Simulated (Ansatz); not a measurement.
# CH₄BClFN: one molecule under many settings, part 2 of 2

Ansatz 0.2.0, Gaussian basis; the settings change from run to run. Earlier steps stand in the parts before.

## Step 7: B2GP-PLYP/ANO-RCC-VTZP

This run has charge +1, multiplicity 2.

File in.yaml:

```yaml
crystal:
  periodic: [false, false, false]
  atoms:
    - {symbol: N, position_ang: [0.843886, 0.852984, -0.839025]}
    - {symbol: B, position_ang: [0.528660, -0.168831, 0.045357]}
    - {symbol: Cl, position_ang: [1.830089, -1.152720, 0.719783]}
    - {symbol: C, position_ang: [-0.967100, -0.422813, 0.493591]}
    - {symbol: F, position_ang: [-1.188524, -1.704254, 0.965181]}
    - {symbol: H, position_ang: [0.148976, 1.433077, -1.276988]}
    - {symbol: H, position_ang: [1.791013, 1.078532, -1.090799]}
    - {symbol: H, position_ang: [-1.668789, -0.242470, -0.330219]}
    - {symbol: H, position_ang: [-1.229809, 0.280096, 1.296117]}
basis:
  gaussian: {orbitals: ANO-RCC-VTZP}
total_charge: 1
magnetization: {spin_polarized: true, initial_magnetization: 1}
hamiltonian: {xc: {name: B2GP-PLYP}}
output: {forces: true}
```

Launch:

```bash
$ ansatz run in.yaml --threads 2 --pin off --events-out ev --progress --plain --max-ram 4352MiB
```

Standard output:

```text
Functional definition: B2GP-PLYP
  name "B2GP-PLYP"
  cite "Karton, Tarnopolsky, Lamère, Schatz & Martin, J. Phys. Chem. A 112, 12868 (2008) doi:10.1021/jp801805p"
  cite "Becke, Phys. Rev. A 38, 3098 (1988) doi:10.1103/PhysRevA.38.3098"
  cite "Lee, Yang & Parr, Phys. Rev. B 37, 785 (1988) doi:10.1103/PhysRevB.37.785"
  parameter a = 0.65
  parameter c = 0.36
  exchange = (1 - a)*b88_x + a*exact_x
  correlation = (1 - c)*lyp_c + c*(mp2_os + mp2_ss)
1259 factors; integrals over basis functions are off by at most 9.7e-4 eV
mean field evaluation 1: about -18515.9969 eV, gradient 4.8e1 eV
mean field evaluation 2: about -18516.1096 eV, gradient 4.8e1 eV
mean field evaluation 4: about -18523.5794 eV, gradient 1.5e1 eV
mean field evaluation 8: about -18524.7871 eV, gradient 5.6e-1 eV
mean field evaluation 16: about -18524.8040 eV, gradient 3.5e-2 eV
mean field evaluation 32: about -18524.8047 eV, gradient 1.3e-2 eV
mean field evaluation 64: about -18524.7899 eV, gradient 1.3e0 eV
mean field -18525.23675559 eV, -680.7898939114 hartree, gradient 6.4e-6 eV, S^2 0.775405; 10 other end points of the search recorded, 0 dependent functions left out
9 core orbitals not correlated: weight in the atoms' cores, before any rotation towards them, 1.000 or more for the frozen orbitals, at most 0.000 for the correlated occupied ones
reference -18525.23688824 eV, -680.7898987863 hartree; 15, 14 occupied and 186, 187 virtual orbitals, 1259 factors
second order -27.38503266 eV of doubles, -0.00000000 eV of singles
the calculation of the forces begins
Total energy: -18535.09550000 eV, -681.1521960860 hartree
Relativity: scalar
Atom 0 at     0.843886     0.852984    -0.839025 Å, force     0.953540     1.261951    -1.065194 eV/Å
Atom 1 at     0.528660    -0.168831     0.045357 Å, force    -1.056095    -2.724336     2.483022 eV/Å
Atom 2 at     1.830089    -1.152720     0.719783 Å, force    -0.405352     0.700042    -0.644431 eV/Å
Atom 3 at    -0.967100    -0.422813     0.493591 Å, force    -0.026266    -0.167251    -0.158166 eV/Å
Atom 4 at    -1.188524    -1.704254     0.965181 Å, force     0.349072     0.411894    -0.141609 eV/Å
Atom 5 at     0.148976     1.433077    -1.276988 Å, force    -0.364844     0.321391    -0.250511 eV/Å
Atom 6 at     1.791013     1.078532    -1.090799 Å, force     0.509912     0.168495    -0.221824 eV/Å
Atom 7 at    -1.668789    -0.242470    -0.330219 Å, force     0.044477     0.007513     0.111992 eV/Å
Atom 8 at    -1.229809     0.280096     1.296117 Å, force    -0.004445     0.020301    -0.113279 eV/Å
Dipole moment:     0.429111     1.320273    -0.884491 e Å
```

It took 1.9 min on 2 threads of Arm Neoverse V1, shared host; peak memory 1.2 GiB.

Largest force 3.834 eV/Å, ⟨S²⟩ 0.775.

## Step 8: revPBE/6-31G*

This run has multiplicity 3, atoms shaken by 0.15 Å, density fitting with def2-universal-jkfit, D4 dispersion, high accuracy.

File in.yaml:

```yaml
crystal:
  periodic: [false, false, false]
  atoms:
    - {symbol: N, position_ang: [0.909473, 0.880798, -0.930395]}
    - {symbol: B, position_ang: [0.524547, 0.051123, 0.079161]}
    - {symbol: Cl, position_ang: [1.780621, -0.987910, 0.648937]}
    - {symbol: C, position_ang: [-0.950020, -0.275119, 0.402677]}
    - {symbol: F, position_ang: [-1.530981, -1.472081, 0.893396]}
    - {symbol: H, position_ang: [0.349021, 1.396908, -1.150758]}
    - {symbol: H, position_ang: [2.055928, 1.101815, -1.317568]}
    - {symbol: H, position_ang: [-1.560601, -0.265137, -0.376588]}
    - {symbol: H, position_ang: [-0.928392, 0.294144, 1.310018]}
basis:
  gaussian: {orbitals: "6-31G*", fitting: {mean_field: def2-universal-jkfit}}
magnetization: {spin_polarized: true, initial_magnetization: 2}
hamiltonian: {xc: {name: revPBE}, dispersion: d4}
accuracy: high
output: {forces: true}
```

Same command.

Standard output:

```text
Functional definition: revPBE
  name "revPBE"
  cite "Zhang & Yang, Phys. Rev. Lett. 80, 890 (1998) doi:10.1103/PhysRevLett.80.890"
  cite "Perdew, Burke & Ernzerhof, Phys. Rev. Lett. 77, 3865 (1996) doi:10.1103/PhysRevLett.77.3865"
  parameter kappa = 1.245
  parameter beta = 0.06672455060314922
  exchange = pbe_x(kappa = kappa, mu = beta*pi^2/3)
  correlation = pbe_c(beta = beta)
504 factors; integrals over basis functions are off by at most 7.4e-2 eV
mean field evaluation 1: about -18479.5721 eV, gradient 5.7e1 eV
mean field evaluation 2: about -18423.6404 eV, gradient 1.1e2 eV
mean field evaluation 4: about -18486.3870 eV, gradient 4.0e1 eV
mean field evaluation 8: about -18495.8265 eV, gradient 2.6e0 eV
mean field evaluation 16: about -18495.8639 eV, gradient 3.4e-3 eV
mean field evaluation 32: about -18492.3252 eV, gradient 1.6e1 eV
mean field evaluation 64: about -18495.4854 eV, gradient 1.9e0 eV
mean field -18495.86393537 eV, -679.7104626781 hartree, gradient 7.7e-8 eV, S^2 2.003166; 6 other end points of the search recorded, 0 dependent functions left out
the calculation of the forces begins
reference -18495.86393859 eV, -679.7104627964 hartree; 25, 23 occupied and 62, 64 virtual orbitals, 504 factors
Total energy: -18496.42306510 eV, -679.7310103167 hartree
Atom 0 at     0.909473     0.880798    -0.930395 Å, force    17.606845   -10.506138     3.016222 eV/Å
Atom 1 at     0.524547     0.051123     0.079161 Å, force     0.525976    -1.177158     1.394228 eV/Å
Atom 2 at     1.780621    -0.987910     0.648937 Å, force     1.364777    -1.262545     1.623391 eV/Å
Atom 3 at    -0.950020    -0.275119     0.402677 Å, force     1.870479    -1.112554     2.030284 eV/Å
Atom 4 at    -1.530981    -1.472081     0.893396 Å, force    -0.628025    -2.884920     1.442050 eV/Å
Atom 5 at     0.349021     1.396908    -1.150758 Å, force   -14.527802    14.884934    -6.643927 eV/Å
Atom 6 at     2.055928     1.101815    -1.317568 Å, force    -2.920639    -1.127963     0.094990 eV/Å
Atom 7 at    -1.560601    -0.265137    -0.376588 Å, force    -2.673345     2.150420    -4.192504 eV/Å
Atom 8 at    -0.928392     0.294144     1.310018 Å, force    -0.618266     1.035923     1.235267 eV/Å
Dipole moment:    -0.205085     0.522197    -0.261581 e Å
```

Wall time 8.5 s (2 threads of Arm Neoverse V1, shared host).

Largest force 21.835 eV/Å, dipole 2.97 D, ⟨S²⟩ 2.003.

## Step 9: MP2/aug-pcseg-2

File in.yaml:

```yaml
crystal:
  periodic: [false, false, false]
  atoms:
    - {symbol: N, position_ang: [0.843886, 0.852984, -0.839025]}
    - {symbol: B, position_ang: [0.528660, -0.168831, 0.045357]}
    - {symbol: Cl, position_ang: [1.830089, -1.152720, 0.719783]}
    - {symbol: C, position_ang: [-0.967100, -0.422813, 0.493591]}
    - {symbol: F, position_ang: [-1.188524, -1.704254, 0.965181]}
    - {symbol: H, position_ang: [0.148976, 1.433077, -1.276988]}
    - {symbol: H, position_ang: [1.791013, 1.078532, -1.090799]}
    - {symbol: H, position_ang: [-1.668789, -0.242470, -0.330219]}
    - {symbol: H, position_ang: [-1.229809, 0.280096, 1.296117]}
basis:
  gaussian: {orbitals: aug-pcseg-2}
hamiltonian: {xc: {name: HF}}
correlation: {method: mp2}
```

Launched as before.

Standard output:

```text
Functional definition: HF
  name "HF"
  cite "Fock, Z. Phys. 61, 126 (1930) doi:10.1007/BF01340294"
  parent pbe
  exchange = exact_x
  correlation = 0
2034 factors; integrals over basis functions are off by at most 7.6e-4 eV
mean field evaluation 1: about -18458.2938 eV, gradient 3.9e1 eV
mean field evaluation 2: about -18458.3812 eV, gradient 3.9e1 eV
mean field evaluation 4: about -18461.7176 eV, gradient 3.6e0 eV
mean field evaluation 8: about -18461.7646 eV, gradient 2.2e-1 eV
mean field -18461.76482143 eV, -678.4573433538 hartree, gradient 9.8e-7 eV, S^2 0.000000; 0 other end points of the search recorded, 0 dependent functions left out
9 core orbitals not correlated: weight in the atoms' cores, before any rotation towards them, 1.000 or more for the frozen orbitals, at most 0.000 for the correlated occupied ones
reference -18461.76482143 eV, -678.4573433538 hartree; 15, 15 occupied and 302, 302 virtual orbitals, 2034 factors
second order -24.71663839 eV of doubles, -0.00000000 eV of singles
Total energy: -18486.48145982 eV, -679.3656630611 hartree
```

Wall time 15 s (2 threads of Arm Neoverse V1, shared host); peak memory 1.3 GiB.

## Step 10: wB97M-V/def2-TZVP

in.yaml, as its differences from that of step 9:

```diff
@@ -13,4 +13,4 @@
 basis:
-  gaussian: {orbitals: aug-pcseg-2}
-hamiltonian: {xc: {name: HF}}
-correlation: {method: mp2}
+  gaussian: {orbitals: def2-TZVP}
+hamiltonian: {xc: {name: wB97M-V}}
+output: {forces: true}
```

Same command.

Standard output:

```text
Functional definition: wB97M-V
  name "wB97M-V"
  cite "Mardirossian & Head-Gordon, J. Chem. Phys. 144, 214110 (2016) doi:10.1063/1.4952647"
  cite "Becke, J. Chem. Phys. 107, 8554 (1997) doi:10.1063/1.475007"
  cite "Vydrov & Van Voorhis, J. Chem. Phys. 133, 244103 (2010) doi:10.1063/1.3521275"
  # Of w^i u^j: cxij and so on, Table III.
  parameter omega = 0.3/bohr
  parameter cx = 0.15
  parameter cx01 = 1.007
  parameter cx10 = 0.259
  parameter css00 = 0.443
  parameter css04 = -1.437
  parameter css10 = -4.535
  parameter css20 = -3.390
  parameter css43 = 4.278
  parameter cos00 = 1.000
  parameter cos10 = 1.358
  parameter cos20 = 2.924
  parameter cos21 = -8.812
  parameter cos60 = -1.390
  parameter cos61 = 9.142
  parameter b = 6.0
  parameter c = 0.01
  gx(w, u) = 1 - cx + cx01*u + cx10*w
  gss(w, u) = css00 + css04*u^4 + css10*w + css20*w^2 + css43*w^4*u^3
  gos(w, u) = cos00 + cos10*w + (cos20 + cos21*u)*w^2 + (cos60 + cos61*u)*w^6
  exchange = spin_sum(e_x_unif_sr(omega)*gx(b97_w, b97_u_x)) + cx*exact_x_sr(omega) + exact_x_lr(omega)
  correlation = spin_sum(e_c_pw_mod_same_spin*gss(b97_w, b97_u_same))
      + integral(e_c_pw_mod_opposite_spin*gos(b97_w_opposite, b97_u_opposite)) + vv10(b, c)
1099 factors; their error is unknown
267 factors; integrals over basis functions are off by at most 1.4e-5 eV
mean field evaluation 1: about -18505.9204 eV, gradient 5.0e1 eV
mean field evaluation 2: about -18507.0235 eV, gradient 4.5e1 eV
mean field evaluation 4: about -18510.5817 eV, gradient 1.6e0 eV
mean field evaluation 8: about -18510.5924 eV, gradient 5.4e-2 eV
mean field evaluation 16: about -18510.6096 eV, gradient 6.8e-5 eV
mean field -18510.60962112 eV, -680.2523566345 hartree, gradient 6.8e-5 eV, S^2 0.000000; 0 other end points of the search recorded, 0 dependent functions left out
the calculation of the forces begins
reference -18510.60966453 eV, -680.2523582296 hartree; 24, 24 occupied and 161, 161 virtual orbitals, 1099 factors
Total energy: -18510.60966453 eV, -680.2523582296 hartree
Atom 0 at     0.843886     0.852984    -0.839025 Å, force     0.001037     0.066816    -0.051796 eV/Å
Atom 1 at     0.528660    -0.168831     0.045357 Å, force    -0.083277    -0.004337     0.002598 eV/Å
Atom 2 at     1.830089    -1.152720     0.719783 Å, force     0.085947    -0.076243     0.052904 eV/Å
Atom 3 at    -0.967100    -0.422813     0.493591 Å, force    -0.051906     0.325976    -0.091681 eV/Å
Atom 4 at    -1.188524    -1.704254     0.965181 Å, force    -0.020297    -0.263692     0.094573 eV/Å
Atom 5 at     0.148976     1.433077    -1.276988 Å, force    -0.004513     0.001862    -0.002383 eV/Å
Atom 6 at     1.791013     1.078532    -1.090799 Å, force     0.007945    -0.002928     0.001100 eV/Å
Atom 7 at    -1.668789    -0.242470    -0.330219 Å, force     0.045420    -0.006577     0.044037 eV/Å
Atom 8 at    -1.229809     0.280096     1.296117 Å, force     0.019645    -0.040878    -0.049352 eV/Å
Dipole moment:    -0.048986     0.718828    -0.430707 e Å
```

It took 13 s on 2 threads of Arm Neoverse V1, shared host; peak memory 0.53 GiB.

Largest force 0.343 eV/Å, dipole 4.03 D.

## Step 11: All runs side by side

```
                 level  charge  multiplicity  geometry  functions  energy (eV)     time
         HSE06/pcseg-2      -1             2   relaxed        210   -18500.899     20 s
 CAM-B3LYP/aug-cc-pVDZ       0             3   relaxed        155   -18502.908     30 s
   PBE-QIDH/def2-mTZVP       0             1   relaxed        110   -18497.036      7 s
         PBE0/def2-SVP       0             1   relaxed         94   -18491.340    1.4 s
       RPBE/def2-TZVPD       0             1   relaxed        233   -18511.857    4.4 s
B2GP-PLYP/ANO-RCC-VTZP       1             2   relaxed        210   -18535.095  1.9 min
         revPBE/6-31G*       0             3    shaken         87   -18496.423    8.5 s
       MP2/aug-pcseg-2       0             1   relaxed        326   -18486.481     15 s
     wB97M-V/def2-TZVP       0             1   relaxed        185   -18510.610     13 s
```

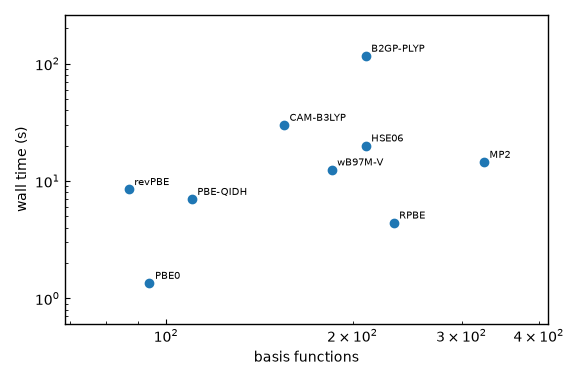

Wall time against the number of basis functions (shared host).

## Step 12: Results

The summary covers parts 1 to 2.

```
                                         quantity                            value
                                             runs                                9
                                         quickest             PBE0/def2-SVP, 1.4 s
                                          slowest  B2GP-PLYP/ANO-RCC-VTZP, 1.9 min
spread of total energies, same state and geometry                          25.4 eV
                  dipole, same state and geometry                   3.90 to 4.38 D
```

**Reading.** B2GP-PLYP/ANO-RCC-VTZP took 86 times as long as PBE0/def2-SVP. The jobs differ in tasks and options as well as level. The totals spread over 25 eV; they can't be compared across methods or bases. At the PBE0-D4/def2-TZVP geometry and in the same state, runs without warnings or point charges leave forces up to 1.05 eV/Å (RPBE/def2-TZVPD). At that geometry and state the dipole changes by 12 % between the lowest and highest value.
